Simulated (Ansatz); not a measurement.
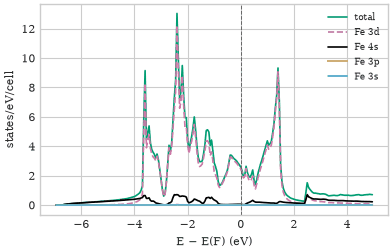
*Total and projected density of states of Fe (diamond, Fd-3m), PBE in the plane-wave PAW code Ansatz*

### Question
Which orbitals carry the states next to the Fermi level?

### Answer
Within 0.5 eV of the Fermi level: Fe 3d 93 %. Projections are on Löwdin-orthogonalised atomic valence shells; empty p or d shells of many metals are not among them.

### Question
Where is the tallest occupied peak in this window, and what makes it?

### Answer
Near -2.4 eV, about 13 states/eV per cell; the largest projected share is Fe 3d.

The start of the workflow was typed in or built on a structure type; neither database checked (COD, Materials Project) lists it. It is not the phase usual at ambient conditions (space group No. 229). Symmetry was held in the PBE relaxation; its stability against distortions is not shown here. The workflow began spin-polarised and lost its moments. The volume moved by -23 % from the start of the relaxation.

Potentials: the later of the program's two PAW sets.
